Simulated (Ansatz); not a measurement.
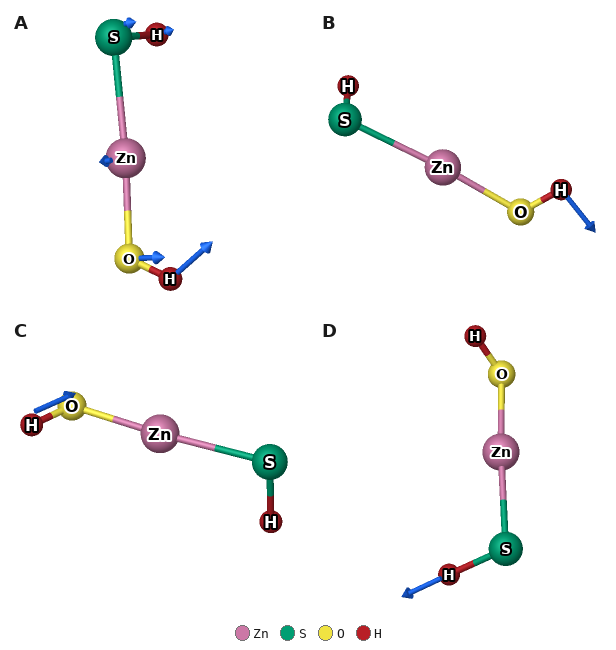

4 normal modes of one molecule or complex, as arrows. Harmonic vibrations computed with RKS PBE0-D4/def2-TZVP (Ansatz 0.2.0) at a stationary point of the same level.

### Match the panels to the wavenumbers 134 cm⁻¹, 758 cm⁻¹, 2704 cm⁻¹, 3911 cm⁻¹.

A: 134 cm⁻¹
B: 758 cm⁻¹, H–O–Zn bending
C: 3911 cm⁻¹, O–H stretching
D: 2704 cm⁻¹, S–H stretching
